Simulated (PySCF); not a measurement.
C₆H₉NSi, SMILES C#C/C(=N\[SiH3])C1CC1, geometry in Å:

```xyz
17

C      0.9415     1.8196     1.5838
C      0.5972     0.8958     0.8766
C      0.1975    -0.2089     0.0227
N      1.0071    -0.8292    -0.7418
Si     2.7165    -0.6155    -1.0168
C     -1.2326    -0.6016     0.0758
C     -2.0019    -0.5397     1.3760
C     -2.3139     0.4309     0.2945
H      1.2648     2.6353     2.2048
H      3.3573     0.5175    -0.2727
H      2.9051    -0.3980    -2.4811
H      3.3893    -1.8903    -0.6285
H     -1.4472    -1.4296    -0.6034
H     -2.6965    -1.3595     1.5739
H     -1.4672    -0.1686     2.2546
H     -1.9949     1.4676     0.4321
H     -3.2330     0.3067    -0.2833
```

GIAO shifts, PBE0/pcSseg-1 in PySCF 2.14.0, at a PBE0-D3(BJ)/def2-SVP geometry (no frequency check), against TMS for ¹H computed at the same level. Gas phase, fully decoupled, line heights follow the number of nuclei, widths are arbitrary (no quadrupolar broadening); values of one conformer, averaged over methyl-type rotors and exact or near symmetry; other conformers aren't averaged in.

Predict the ¹H spectrum.

Answer. 5 signals.


```tsv
δ (ppm)	nuclei	atoms
4.95	3	H10, H11, H12
2.92	1	H9
1.93	1	H13
1.12	2	H15, H16
0.90	2	H14, H17
```

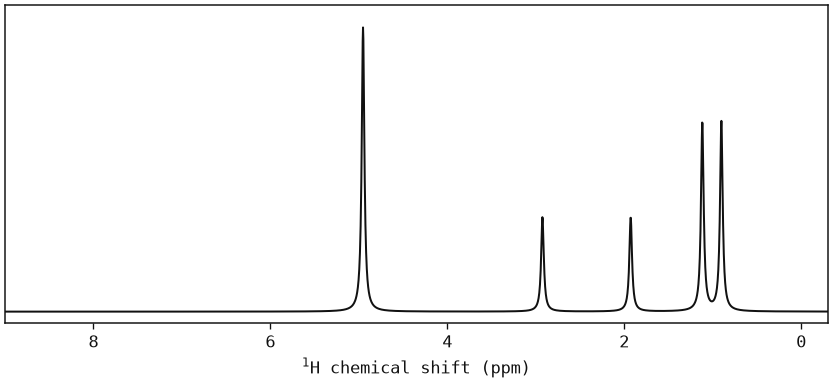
